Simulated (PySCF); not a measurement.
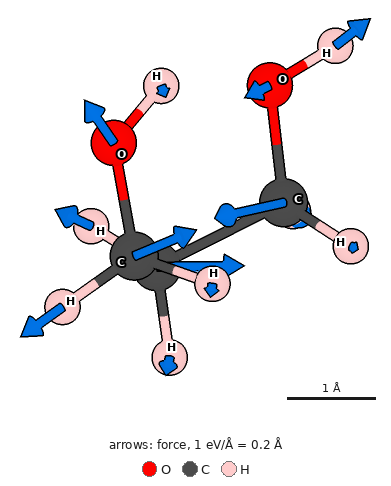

Starting geometry of C$_{3}$H$_{8}$O$_{2}$ with the computed forces as blue arrows. A ball-and-stick model, seen from a free direction.

The start comes from MMFF94s. Its atoms were then displaced at random by about 0.03 Å.

Level of theory: PySCF, PBE0-D3(BJ)/def2-SVP geometry optimisation, gas phase. 

Question: What follows when this structure is relaxed?

Answer: It isn't relaxed: the largest force vector, on a C atom, is 6.17 eV/Å. The final displacements follow the starting forces only in part (cosine between the two patterns 0.61). The atom that moves furthest after the best rigid fit is an H atom (0.12 Å). Largest moves by element: H 0.12 Å, O 0.11 Å, C 0.09 Å. Among the contacts that change: C–C 1.681 → 1.515 Å, C–H 1.023 → 1.107 Å, C–O 1.348 → 1.396 Å, H–O 0.920 → 0.962 Å. Bond angles that change, for instance: C–O–H 115.6° → 106.0°, H–C–H 115.7° → 107.3°, H–C–H 114.7° → 107.3°. Over 8 geometry steps the energy falls by 22.6 kcal/mol. The run took 30 s on 1 thread of Arm Neoverse V2, with other jobs on the host.
